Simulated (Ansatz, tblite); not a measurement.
# GaCl2(NH2) (Cl2GaH2N): a ladder of methods and basis sets, part 1 of 2

How do method and basis change the picture of GaCl2(NH2) (Cl2GaH2N) (singlet)?

Program: Ansatz 0.2.0, Gaussian basis. Level of theory: as each input shows. These are calculated values, not measurements.

The runs, in order: GFN1-xTB, GFN2-xTB, PBE-D4/def2-TZVP, r2SCAN-D4/def2-TZVP, r2SCANh-D4/def2-TZVP, ωB97M-V/def2-TZVP, CAM-B3LYP-D4/def2-TZVP, LDA/def2-TZVP, B97M-V/def2-TZVP, ωB97X-V/def2-TZVP, PBE-QIDH/def2-TZVP, PBE+5HF/def2-TZVP, PBE+10HF/def2-TZVP, PBE+15HF/def2-TZVP, PBE+35HF/def2-TZVP, PBE+50HF/def2-TZVP, PBE-D4/def2-SVP, PBE0-D4/def2-SVP, HF/STO-3G, CCSD(T)/def2-TZVPP, MP2/def2-TZVP, RPA/def2-TZVP.

## (1) The geometry

The geometry is that of the singlet, from an earlier relaxation (PBE0-D4/def2-SVP).

6 atoms, charge 0, spin multiplicity 1.

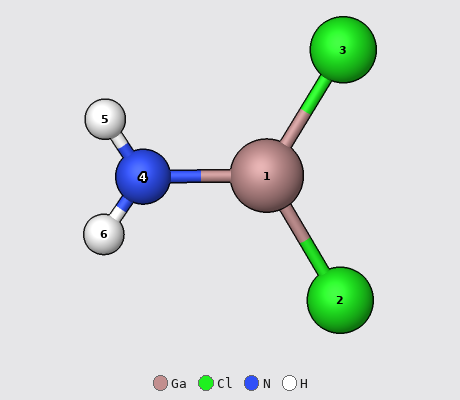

The geometry (gallium pink, chlorine green, nitrogen blue, hydrogen white); atoms are numbered from 1 in the order of the file.

PBE0-D4/def2-TZVP was run before; its log isn't repeated, and its numbers join the tables.

## (2) GFN1-xTB

Tight binding, by tblite at 300 K electronic temperature and without a spin-polarisation term:

```python
tblite.interface.Calculator('GFN1-xTB', numbers, positions, charge=0, uhf=0).singlepoint()
```

Energy -387.4222 eV, HOMO -11.14 eV, LUMO -6.15 eV; 0.005 s.

## (3) GFN2-xTB

Tight binding, by tblite at 300 K electronic temperature and without a spin-polarisation term:

```python
tblite.interface.Calculator('GFN2-xTB', numbers, positions, charge=0, uhf=0).singlepoint()
```

Energy -391.0290 eV, HOMO -11.43 eV, LUMO -7.82 eV; 0.004 s.

## (4) PBE-D4/def2-TZVP

start.molden holds the orbitals of an earlier run on this state, given as this run's starting guess.

The input, in.yaml:

```yaml
crystal:
  periodic: [false, false, false]
  atoms:
    - {symbol: Ga, position_ang: [0.362086, 0.619791, 0.011275]}
    - {symbol: Cl, position_ang: [2.468975, 0.637979, 0.345385]}
    - {symbol: Cl, position_ang: [-0.651656, 2.472740, -0.288468]}
    - {symbol: N, position_ang: [-0.540742, -0.923076, -0.009441]}
    - {symbol: H, position_ang: [-1.537007, -0.981769, -0.174685]}
    - {symbol: H, position_ang: [-0.101656, -1.825656, 0.115934]}
basis:
  gaussian: {orbitals: def2-TZVP, initial_orbitals: start.molden}
hamiltonian: {xc: pbe, dispersion: d4}
scf: {omitted_lower_state_checks: [starts]}
output: {forces: true, orbitals: {seedname: orbitals}}
```

On the command line:

```sh
$ ansatz run in.yaml --threads 4 --pin off --events-out ev --progress --plain --max-ram 3916MiB
```

The program printed:

```text
Functional definition: PBE
  name "PBE"
  cite "Perdew, Burke & Ernzerhof, Phys. Rev. Lett. 77, 3865 (1996) doi:10.1103/PhysRevLett.77.3865"
  parent pbe
  parameter kappa = 0.804
  parameter beta = 0.06672455060314922
  exchange = pbe_x(kappa = kappa, mu = beta*pi^2/3)
  correlation = pbe_c(beta = beta)
these checks for a lower state are left out or cut short: starts
1123 factors; their error is unknown
mean field evaluation 1: about -78930.9900 eV, gradient 1.4e1 eV
mean field evaluation 2: about -78931.1216 eV, gradient 1.9e-1 eV
mean field evaluation 4: about -78931.1085 eV, gradient 3.0e-4 eV
mean field -78931.10850740 eV, -2900.6647362200 hartree, gradient 2.0e-5 eV, S^2 0.000000; 0 other end points of the search recorded, 0 dependent functions left out
the calculation of the forces begins
reference -78931.10854509 eV, -2900.6647376051 hartree; 37, 37 occupied and 128, 128 virtual orbitals, 1123 factors
Total energy: -78931.26732008 eV, -2900.6705724784 hartree
Atom 0 at     0.362086     0.619791     0.011275 Å, force     0.147547     0.251332     0.002019 eV/Å
Atom 1 at     2.468975     0.637979     0.345385 Å, force     0.127569    -0.000347     0.020242 eV/Å
Atom 2 at    -0.651656     2.472740    -0.288468 Å, force    -0.062682     0.111347    -0.018153 eV/Å
Atom 3 at    -0.540742    -0.923076    -0.009441 Å, force    -0.210219    -0.352901    -0.001708 eV/Å
Atom 4 at    -1.537007    -0.981769    -0.174685 Å, force    -0.069739     0.036432    -0.015394 eV/Å
Atom 5 at    -0.101656    -1.825656     0.115934 Å, force     0.067524    -0.045863     0.012994 eV/Å
Dipole moment:    -0.282471    -0.485733    -0.015566 e Å
Checks for a lower state left out: starts
```

It took 1.5 s on 4 threads of Arm Neoverse V1, shared host.

HOMO -6.66 eV, LUMO -2.02 eV.

## (5) r2SCAN-D4/def2-TZVP

in.yaml, as its differences from that of step 4:

```diff
@@ -11,4 +11,4 @@
   gaussian: {orbitals: def2-TZVP, initial_orbitals: start.molden}
-hamiltonian: {xc: pbe, dispersion: d4}
+hamiltonian: {xc: r2scan, dispersion: d4}
 scf: {omitted_lower_state_checks: [starts]}
-output: {forces: true, orbitals: {seedname: orbitals}}
+output: {orbitals: {seedname: orbitals}}
```

Launched as before.

The program printed:

```text
Functional definition: r2SCAN
  name "r2SCAN"
  cite "Furness, Kaplan, Ning, Perdew & Sun, J. Phys. Chem. Lett. 11, 8208 (2020) doi:10.1021/acs.jpclett.0c02405"
  cite "Furness, Kaplan, Ning, Perdew & Sun, J. Phys. Chem. Lett. 11, 9248 (2020) doi:10.1021/acs.jpclett.0c03077"
  parent r2scan
  parameter k0 = 0.174
  parameter k1 = 0.065
  parameter a1 = 4.9479
  exchange = r2scan_x(k0 = k0, k1 = k1, a1 = a1)
  correlation = r2scan_c
these checks for a lower state are left out or cut short: starts
1123 factors; their error is unknown
mean field evaluation 1: about -78948.4356 eV, gradient 1.0e1 eV
mean field evaluation 2: about -78948.4712 eV, gradient 7.3e-2 eV
mean field evaluation 4: about -78948.4508 eV, gradient 1.1e-4 eV
mean field -78948.45076863 eV, -2901.3020525651 hartree, gradient 7.1e-6 eV, S^2 0.000000; 0 other end points of the search recorded, 0 dependent functions left out
reference -78948.45077883 eV, -2901.3020529402 hartree; 37, 37 occupied and 128, 128 virtual orbitals, 1123 factors
Total energy: -78948.48719910 eV, -2901.3033913603 hartree
Checks for a lower state left out: starts
```

Run time: 3 s. Hardware: 4 threads of Arm Neoverse V1, shared host.

HOMO -6.98 eV, LUMO -1.71 eV.

## (6) r2SCANh-D4/def2-TZVP

in.yaml, as its differences from that of step 5:

```diff
@@ -11,3 +11,3 @@
   gaussian: {orbitals: def2-TZVP, initial_orbitals: start.molden}
-hamiltonian: {xc: r2scan, dispersion: d4}
+hamiltonian: {xc: {name: r2SCANh}, dispersion: d4}
 scf: {omitted_lower_state_checks: [starts]}
```

The command is unchanged.

The program printed:

```text
Functional definition: r2SCANh
  name "r2SCANh"
  cite "Bursch, Neugebauer, Ehlert & Grimme, J. Chem. Phys. 156, 134105 (2022) doi:10.1063/5.0086040"
  cite "Furness, Kaplan, Ning, Perdew & Sun, J. Phys. Chem. Lett. 11, 8208 (2020) doi:10.1021/acs.jpclett.0c02405"
  cite "Furness, Kaplan, Ning, Perdew & Sun, J. Phys. Chem. Lett. 11, 9248 (2020) doi:10.1021/acs.jpclett.0c03077"
  parent r2scan
  parameter a = 0.1
  parameter k0 = 0.174
  parameter k1 = 0.065
  parameter a1 = 4.9479
  exchange = (1 - a)*r2scan_x(k0 = k0, k1 = k1, a1 = a1) + a*exact_x
  correlation = r2scan_c
these checks for a lower state are left out or cut short: starts
1146 factors; their error is unknown
mean field evaluation 1: about -78947.8929 eV, gradient 8.4e0 eV
mean field evaluation 2: about -78947.9156 eV, gradient 3.8e-2 eV
mean field evaluation 4: about -78948.0068 eV, gradient 5.7e-5 eV
mean field -78948.00677016 eV, -2901.2857359226 hartree, gradient 6.4e-6 eV, S^2 0.000000; 0 other end points of the search recorded, 0 dependent functions left out
reference -78948.00677954 eV, -2901.2857362673 hartree; 37, 37 occupied and 128, 128 virtual orbitals, 1146 factors
Total energy: -78948.04688655 eV, -2901.2872101727 hartree
Checks for a lower state left out: starts
```

Wall time 3.6 s (4 threads of Arm Neoverse V1, shared host).

Report: HOMO -7.50 eV, LUMO -1.37 eV.

## (7) ωB97M-V/def2-TZVP

in.yaml, as its differences from that of step 6:

```diff
@@ -11,3 +11,3 @@
   gaussian: {orbitals: def2-TZVP, initial_orbitals: start.molden}
-hamiltonian: {xc: {name: r2SCANh}, dispersion: d4}
+hamiltonian: {xc: {name: wB97M-V}}
 scf: {omitted_lower_state_checks: [starts]}
```

The command is unchanged.

The program printed:

```text
Functional definition: wB97M-V
  name "wB97M-V"
  cite "Mardirossian & Head-Gordon, J. Chem. Phys. 144, 214110 (2016) doi:10.1063/1.4952647"
  cite "Becke, J. Chem. Phys. 107, 8554 (1997) doi:10.1063/1.475007"
  cite "Vydrov & Van Voorhis, J. Chem. Phys. 133, 244103 (2010) doi:10.1063/1.3521275"
  # Of w^i u^j: cxij and so on, Table III.
  parameter omega = 0.3/bohr
  parameter cx = 0.15
  parameter cx01 = 1.007
  parameter cx10 = 0.259
  parameter css00 = 0.443
  parameter css04 = -1.437
  parameter css10 = -4.535
  parameter css20 = -3.390
  parameter css43 = 4.278
  parameter cos00 = 1.000
  parameter cos10 = 1.358
  parameter cos20 = 2.924
  parameter cos21 = -8.812
  parameter cos60 = -1.390
  parameter cos61 = 9.142
  parameter b = 6.0
  parameter c = 0.01
  gx(w, u) = 1 - cx + cx01*u + cx10*w
  gss(w, u) = css00 + css04*u^4 + css10*w + css20*w^2 + css43*w^4*u^3
  gos(w, u) = cos00 + cos10*w + (cos20 + cos21*u)*w^2 + (cos60 + cos61*u)*w^6
  exchange = spin_sum(e_x_unif_sr(omega)*gx(b97_w, b97_u_x)) + cx*exact_x_sr(omega) + exact_x_lr(omega)
  correlation = spin_sum(e_c_pw_mod_same_spin*gss(b97_w, b97_u_same))
      + integral(e_c_pw_mod_opposite_spin*gos(b97_w_opposite, b97_u_opposite)) + vv10(b, c)
these checks for a lower state are left out or cut short: starts
1172 factors; their error is unknown
232 factors; integrals over basis functions are off by at most 2.9e-5 eV
mean field evaluation 1: about -78946.3620 eV, gradient 1.3e1 eV
mean field evaluation 2: about -78946.4294 eV, gradient 1.1e-1 eV
mean field evaluation 4: about -78946.5825 eV, gradient 1.6e-4 eV
mean field -78946.58249856 eV, -2901.2333949065 hartree, gradient 1.5e-5 eV, S^2 0.000000; 0 other end points of the search recorded, 0 dependent functions left out
reference -78946.58254092 eV, -2901.2333964633 hartree; 37, 37 occupied and 128, 128 virtual orbitals, 1172 factors
Total energy: -78946.58254092 eV, -2901.2333964633 hartree
Checks for a lower state left out: starts
```

It took 6 s on 4 threads of Arm Neoverse V1, shared host; peak memory 0.55 GiB.

Report: HOMO -10.44 eV, LUMO 0.81 eV.

## (8) CAM-B3LYP-D4/def2-TZVP

in.yaml, as its differences from that of step 7:

```diff
@@ -11,3 +11,3 @@
   gaussian: {orbitals: def2-TZVP, initial_orbitals: start.molden}
-hamiltonian: {xc: {name: wB97M-V}}
+hamiltonian: {xc: {name: CAM-B3LYP}, dispersion: d4}
 scf: {omitted_lower_state_checks: [starts]}
```

The command is unchanged.

The program printed:

```text
Functional definition: CAM-B3LYP
  name "CAM-B3LYP"
  cite "Yanai, Tew & Handy, Chem. Phys. Lett. 393, 51 (2004) doi:10.1016/j.cplett.2004.06.011"
  cite "Iikura, Tsuneda, Yanai & Hirao, J. Chem. Phys. 115, 3540 (2001) doi:10.1063/1.1383587"
  cite "Becke, Phys. Rev. A 38, 3098 (1988) doi:10.1103/PhysRevA.38.3098"
  cite "Lee, Yang & Parr, Phys. Rev. B 37, 785 (1988) doi:10.1103/PhysRevB.37.785"
  cite "Vosko, Wilk & Nusair, Can. J. Phys. 58, 1200 (1980) doi:10.1139/p80-159"
  parameter alpha = 0.19
  parameter beta = 0.46
  parameter omega = 0.33/bohr
  parameter ac = 0.81
  # Exact exchange under (alpha + beta erf(omega r))/r, Becke's under what is left of 1/r.
  exchange = (1 - alpha - beta)*b88_x + beta*b88_x_sr(omega) + alpha*exact_x + beta*exact_x_lr(omega)
  correlation = (1 - ac)*vwn5_c + ac*lyp_c
these checks for a lower state are left out or cut short: starts
1172 factors; their error is unknown
255 factors; integrals over basis functions are off by at most 1.2e-5 eV
mean field evaluation 1: about -78954.2302 eV, gradient 8.5e0 eV
mean field evaluation 2: about -78954.3009 eV, gradient 6.9e-2 eV
mean field evaluation 4: about -78954.4980 eV, gradient 8.5e-5 eV
mean field -78954.49804653 eV, -2901.5242859292 hartree, gradient 1.6e-5 eV, S^2 0.000000; 0 other end points of the search recorded, 0 dependent functions left out
reference -78954.49817107 eV, -2901.5242905057 hartree; 37, 37 occupied and 128, 128 virtual orbitals, 1172 factors
Total energy: -78954.64109833 eV, -2901.5295429856 hartree
Checks for a lower state left out: starts
```

Run time: 2.1 s. Hardware: 4 threads of Arm Neoverse V1, shared host.

HOMO -9.52 eV, LUMO -0.11 eV.

## (9) LDA/def2-TZVP

in.yaml, as its differences from that of step 8:

```diff
@@ -11,3 +11,3 @@
   gaussian: {orbitals: def2-TZVP, initial_orbitals: start.molden}
-hamiltonian: {xc: {name: CAM-B3LYP}, dispersion: d4}
+hamiltonian: {xc: lda}
 scf: {omitted_lower_state_checks: [starts]}
```

Same command.

The program printed:

```text
Functional definition: SPW92
  name "SPW92"
  cite "Dirac, Proc. Camb. Phil. Soc. 26, 376 (1930) doi:10.1017/S0305004100016108"
  cite "Slater, Phys. Rev. 81, 385 (1951) doi:10.1103/PhysRev.81.385"
  cite "Perdew & Wang, Phys. Rev. B 45, 13244 (1992) doi:10.1103/PhysRevB.45.13244"
  exchange = slater_x
  correlation = pw_c
these checks for a lower state are left out or cut short: starts
1123 factors; their error is unknown
mean field evaluation 1: about -78775.1236 eV, gradient 3.6e1 eV
mean field evaluation 2: about -78775.5417 eV, gradient 6.1e-1 eV
mean field evaluation 4: about -78775.5298 eV, gradient 2.0e-1 eV
mean field -78775.52985625 eV, -2894.9473262451 hartree, gradient 7.8e-5 eV, S^2 0.000000; 0 other end points of the search recorded, 0 dependent functions left out
reference -78775.52989143 eV, -2894.9473275382 hartree; 37, 37 occupied and 128, 128 virtual orbitals, 1123 factors
Total energy: -78775.52989143 eV, -2894.9473275382 hartree
Checks for a lower state left out: starts
```

Run time: 0.75 s. Hardware: 4 threads of Arm Neoverse V1, shared host.

From the report: HOMO -6.86 eV, LUMO -2.30 eV.

## (10) B97M-V/def2-TZVP

in.yaml, as its differences from that of step 9:

```diff
@@ -11,3 +11,3 @@
   gaussian: {orbitals: def2-TZVP, initial_orbitals: start.molden}
-hamiltonian: {xc: lda}
+hamiltonian: {xc: {name: B97M-V}}
 scf: {omitted_lower_state_checks: [starts]}
```

The command is unchanged.

The program printed:

```text
Functional definition: B97M-V
  name "B97M-V"
  cite "Mardirossian & Head-Gordon, J. Chem. Phys. 142, 074111 (2015) doi:10.1063/1.4907719"
  cite "Becke, J. Chem. Phys. 107, 8554 (1997) doi:10.1063/1.475007"
  cite "Vydrov & Van Voorhis, J. Chem. Phys. 133, 244103 (2010) doi:10.1063/1.3521275"
  # Of w^i u^j: cxij and so on, Table III.
  parameter cx00 = 1.000
  parameter cx01 = 1.308
  parameter cx02 = 1.901
  parameter cx10 = 0.416
  parameter cx11 = 3.070
  parameter css00 = 1.000
  parameter css02 = -1.855
  parameter css10 = -5.668
  parameter css32 = -20.497
  parameter css42 = -20.364
  parameter cos00 = 1.000
  parameter cos01 = 1.573
  parameter cos03 = -6.298
  parameter cos10 = 2.535
  parameter cos32 = -6.427
  parameter b = 6.0
  parameter c = 0.01
  gx(w, u) = cx00 + cx01*u + cx02*u^2 + (cx10 + cx11*u)*w
  gss(w, u) = css00 + css02*u^2 + css10*w + (css32*w^3 + css42*w^4)*u^2
  gos(w, u) = cos00 + cos01*u + cos03*u^3 + cos10*w + cos32*w^3*u^2
  exchange = spin_sum(e_x_unif_s*gx(b97_w, b97_u_x))
  correlation = spin_sum(e_c_pw_mod_same_spin*gss(b97_w, b97_u_same))
      + integral(e_c_pw_mod_opposite_spin*gos(b97_w_opposite, b97_u_opposite)) + vv10(b, c)
these checks for a lower state are left out or cut short: starts
1123 factors; their error is unknown
mean field evaluation 1: about -78934.1649 eV, gradient 2.1e1 eV
mean field evaluation 2: about -78934.3258 eV, gradient 2.1e-1 eV
mean field evaluation 4: about -78934.3148 eV, gradient 4.0e-4 eV
mean field -78934.31475864 eV, -2900.7825637797 hartree, gradient 1.5e-5 eV, S^2 0.000000; 0 other end points of the search recorded, 0 dependent functions left out
reference -78934.31481146 eV, -2900.7825657208 hartree; 37, 37 occupied and 128, 128 virtual orbitals, 1123 factors
Total energy: -78934.31481146 eV, -2900.7825657208 hartree
Checks for a lower state left out: starts
```

It took 4.8 s on 4 threads of Arm Neoverse V1, shared host.

From the report: HOMO -7.01 eV, LUMO -1.81 eV.

## (11) ωB97X-V/def2-TZVP

in.yaml, as its differences from that of step 10:

```diff
@@ -11,3 +11,3 @@
   gaussian: {orbitals: def2-TZVP, initial_orbitals: start.molden}
-hamiltonian: {xc: {name: B97M-V}}
+hamiltonian: {xc: {name: wB97X-V}}
 scf: {omitted_lower_state_checks: [starts]}
```

Launched as before.

The program printed:

```text
Functional definition: wB97X-V
  name "wB97X-V"
  cite "Mardirossian & Head-Gordon, Phys. Chem. Chem. Phys. 16, 9904 (2014) doi:10.1039/C3CP54374A"
  cite "Becke, J. Chem. Phys. 107, 8554 (1997) doi:10.1063/1.475007"
  cite "Vydrov & Van Voorhis, J. Chem. Phys. 133, 244103 (2010) doi:10.1063/1.3521275"
  parameter omega = 0.3/bohr
  parameter cx = 0.167
  parameter cx1 = 0.603
  parameter cx2 = 1.194
  parameter css0 = 0.556
  parameter css1 = -0.257
  parameter cos0 = 1.219
  parameter cos1 = -1.850
  parameter b = 6.0
  parameter c = 0.01
  exchange = spin_sum(e_x_unif_sr(omega)*poly(b97_u_x, 1 - cx, cx1, cx2)) + cx*exact_x_sr(omega) + exact_x_lr(omega)
  correlation = spin_sum(e_c_pw_same_spin*poly(b97_u_same, css0, css1))
      + integral(e_c_pw_opposite_spin*poly(b97_u_opposite, cos0, cos1)) + vv10(b, c)
these checks for a lower state are left out or cut short: starts
1172 factors; their error is unknown
232 factors; integrals over basis functions are off by at most 2.9e-5 eV
mean field evaluation 1: about -78941.9306 eV, gradient 5.9e0 eV
mean field evaluation 2: about -78941.9764 eV, gradient 6.6e-2 eV
mean field evaluation 4: about -78942.1486 eV, gradient 1.0e-4 eV
mean field -78942.14864142 eV, -2901.0704536619 hartree, gradient 1.1e-5 eV, S^2 0.000000; 0 other end points of the search recorded, 0 dependent functions left out
reference -78942.14863967 eV, -2901.0704535978 hartree; 37, 37 occupied and 128, 128 virtual orbitals, 1172 factors
Total energy: -78942.14863967 eV, -2901.0704535978 hartree
Checks for a lower state left out: starts
```

Wall time 4.9 s (4 threads of Arm Neoverse V1, shared host).

HOMO -10.57 eV, LUMO 1.04 eV.

## (12) PBE-QIDH/def2-TZVP

in.yaml, as its differences from that of step 11:

```diff
@@ -11,4 +11,3 @@
   gaussian: {orbitals: def2-TZVP, initial_orbitals: start.molden}
-hamiltonian: {xc: {name: wB97X-V}}
+hamiltonian: {xc: {name: PBE-QIDH}}
 scf: {omitted_lower_state_checks: [starts]}
-output: {orbitals: {seedname: orbitals}}
```

Launched as before.

The program printed:

```text
Functional definition: PBE-QIDH
  name "PBE-QIDH"
  cite "Brémond, Sancho-García, Pérez-Jiménez & Adamo, J. Chem. Phys. 141, 031101 (2014) doi:10.1063/1.4890314"
  cite "Perdew, Burke & Ernzerhof, Phys. Rev. Lett. 77, 3865 (1996) doi:10.1103/PhysRevLett.77.3865"
  parameter a = 3^(-1/3)
  parameter c = 1/3
  exchange = (1 - a)*pbe_x + a*exact_x
  correlation = (1 - c)*pbe_c + c*(mp2_os + mp2_ss)
these checks for a lower state are left out or cut short: starts
1048 factors; integrals over basis functions are off by at most 1.3e-3 eV
mean field evaluation 1: about -78911.8242 eV, gradient 2.5e1 eV
mean field evaluation 2: about -78912.1622 eV, gradient 5.1e-1 eV
mean field evaluation 4: about -78912.2816 eV, gradient 3.1e-3 eV
mean field evaluation 8: about -78912.2816 eV, gradient 1.1e-6 eV
mean field -78912.28159791 eV, -2899.9728600577 hartree, gradient 1.8e-6 eV, S^2 0.000000; 0 other end points of the search recorded, 0 dependent functions left out
20 core orbitals not correlated: weight in the atoms' cores, before any rotation towards them, 1.000 or more for the frozen orbitals, at most 0.000 for the correlated occupied ones
reference -78912.28160952 eV, -2899.9728604844 hartree; 17, 17 occupied and 128, 128 virtual orbitals, 1048 factors
second order -24.44777140 eV of doubles, -0.00000000 eV of singles
Total energy: -78920.43086666 eV, -2900.2723401603 hartree
Checks for a lower state left out: starts
```

Run time: 3.1 s. Hardware: 4 threads of Arm Neoverse V1, shared host.

## (13) PBE+5HF/def2-TZVP

in.yaml, as its differences from that of step 12:

```diff
@@ -11,3 +11,4 @@
   gaussian: {orbitals: def2-TZVP, initial_orbitals: start.molden}
-hamiltonian: {xc: {name: PBE-QIDH}}
+hamiltonian: {xc: {text: "exchange = 0.95*pbe_x + 0.05*exact_x\ncorrelation = pbe_c"}}
 scf: {omitted_lower_state_checks: [starts]}
+output: {orbitals: {seedname: orbitals}}
```

The command is unchanged.

The program printed:

```text
Functional definition: unnamed
  exchange = 0.95*pbe_x + 0.05*exact_x
  correlation = pbe_c
these checks for a lower state are left out or cut short: starts
1123 factors; their error is unknown
mean field evaluation 1: about -78931.6029 eV, gradient 1.2e1 eV
mean field evaluation 2: about -78931.6867 eV, gradient 1.2e-1 eV
mean field evaluation 4: about -78931.7291 eV, gradient 1.5e-4 eV
mean field -78931.72913927 eV, -2900.6875440206 hartree, gradient 1.9e-5 eV, S^2 0.000000; 0 other end points of the search recorded, 0 dependent functions left out
reference -78931.72917512 eV, -2900.6875453381 hartree; 37, 37 occupied and 128, 128 virtual orbitals, 1123 factors
Total energy: -78931.72917512 eV, -2900.6875453381 hartree
Checks for a lower state left out: starts
```

It took 1.9 s on 4 threads of Arm Neoverse V1, shared host.

From the report: HOMO -6.94 eV, LUMO -1.83 eV.

## (14) PBE+10HF/def2-TZVP

in.yaml, as its differences from that of step 13:

```diff
@@ -11,3 +11,3 @@
   gaussian: {orbitals: def2-TZVP, initial_orbitals: start.molden}
-hamiltonian: {xc: {text: "exchange = 0.95*pbe_x + 0.05*exact_x\ncorrelation = pbe_c"}}
+hamiltonian: {xc: {text: "exchange = 0.90*pbe_x + 0.10*exact_x\ncorrelation = pbe_c"}}
 scf: {omitted_lower_state_checks: [starts]}
```

Launched as before.

The program printed:

```text
Functional definition: unnamed
  exchange = 0.90*pbe_x + 0.10*exact_x
  correlation = pbe_c
these checks for a lower state are left out or cut short: starts
1146 factors; their error is unknown
mean field evaluation 1: about -78932.2158 eV, gradient 8.6e0 eV
mean field evaluation 2: about -78932.2628 eV, gradient 6.8e-2 eV
mean field evaluation 4: about -78932.3610 eV, gradient 8.3e-5 eV
mean field -78932.36101806 eV, -2900.7107651379 hartree, gradient 9.6e-6 eV, S^2 0.000000; 0 other end points of the search recorded, 0 dependent functions left out
reference -78932.36105207 eV, -2900.7107663875 hartree; 37, 37 occupied and 128, 128 virtual orbitals, 1146 factors
Total energy: -78932.36105207 eV, -2900.7107663875 hartree
Checks for a lower state left out: starts
```

Wall time 1.9 s (4 threads of Arm Neoverse V1, shared host).

From the report: HOMO -7.22 eV, LUMO -1.64 eV.

(Continued in part 2 of 2.)
